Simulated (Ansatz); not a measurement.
AlCo (CsCl type)

```yaml
crystal:
  lattice:
    - [2.85208, 0.00000, 0.00000]
    - [0.00000, 2.85208, 0.00000]
    - [0.00000, 0.00000, 2.85208]
  atoms:
    - { symbol: Al, position: [0.00000, 0.00000, 0.00000] }
    - { symbol: Co, position: [0.50000, 0.50000, 0.50000] }
```

Two-dimensional scan of atom 2 (Co, nearest neighbour Al at 2.470 Å; its periodic images, 2.9 Å or more away, move with it): u runs along (1.000, 0.000, 0.000), v along (0.000, 0.000, 1.000) (Cartesian). Cell and other atoms are fixed.

These are PBE (plane waves to 420 eV, PAW, scalar-relativistic; Ansatz, a quantum-chemistry and plane-wave program) values and carry that method's errors. k mesh 13×13×13 (Γ-centred), Fermi-Dirac smearing 0.05 eV. Energies are smeared free energies. Stress and pressure are positive under compression. Points where atoms come too close for the PAW data are left out (x in tables, blank in figures). With partly filled bands, energies and forces of such displacements shift with the k mesh and the smearing. AlCo is run without spin polarisation. AlCo was relaxed with its symmetry unable to fall. The zero of ΔE is the undisplaced structure. Axes are in Å.

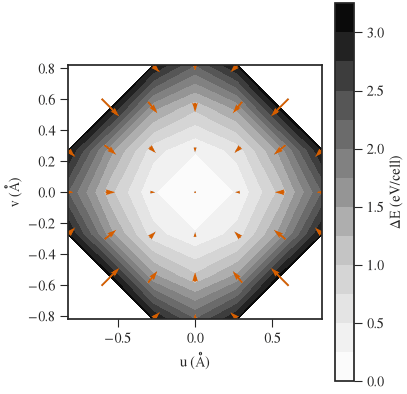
ΔE (eV/cell) over the plane, with arrows for the in-plane force on the moved atom.

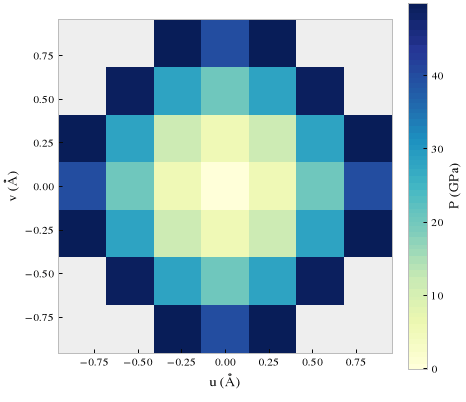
Fig. 1. P (GPa) over the 7×7 grid of computed points.

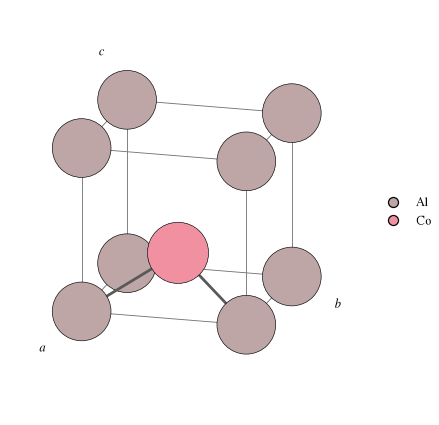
*The cell of the calculation at u = 0.547 Å, v = -0.547 Å.*

Centre of the map: a minimum. Lowest place on the grid: u = 0.000 Å, v = 0.000 Å (0 meV/cell). Principal force constants in the plane (five-point differences of the forces): 7.3 eV/Å², isotropic.

(A displaced cell: forces are minus the slopes of the energy, force constants its curvatures, and phonons follow from these.)
